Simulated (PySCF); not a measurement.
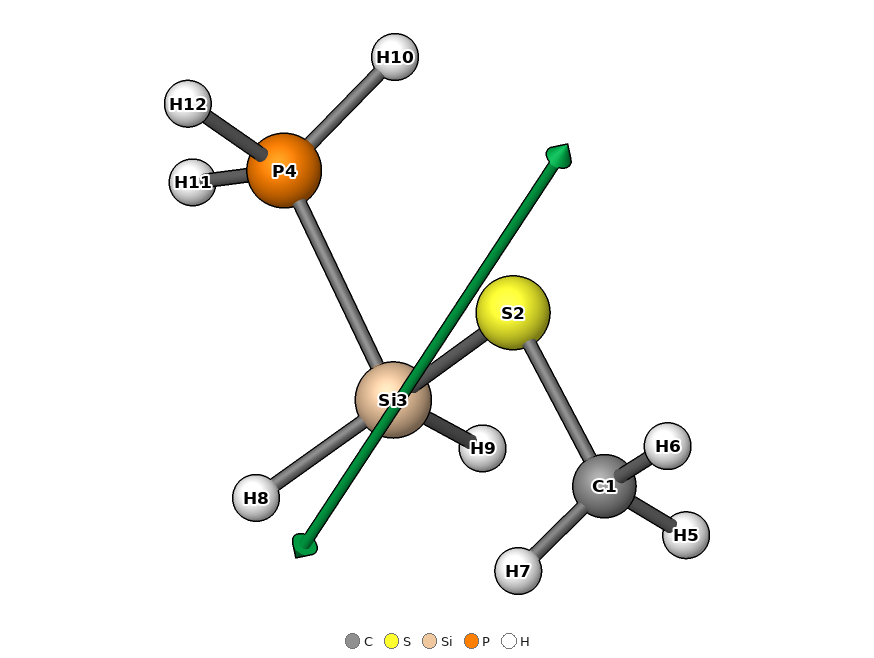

The double arrow shows the direction of the transition dipole to excited singlet state 7 (its length means nothing). The species has charge +1 and is a spin singlet. The geometry was computed by an optimisation with PBE0-D3(BJ)/def2-SVP. No frequency run is at hand to confirm it as a minimum. Properties computed with TDDFT ωB97X-D/def2-SVPD, vertical, gas phase, core orbitals frozen in the response (PySCF 2.14.0).

Question. Give its energy, strength and character.

Answer. 7.23 eV (172 nm), oscillator strength 0.017, of mixed character, with the largest part HOMO−1 → LUMO (weight 0.50); transition dipole 0.78 D.
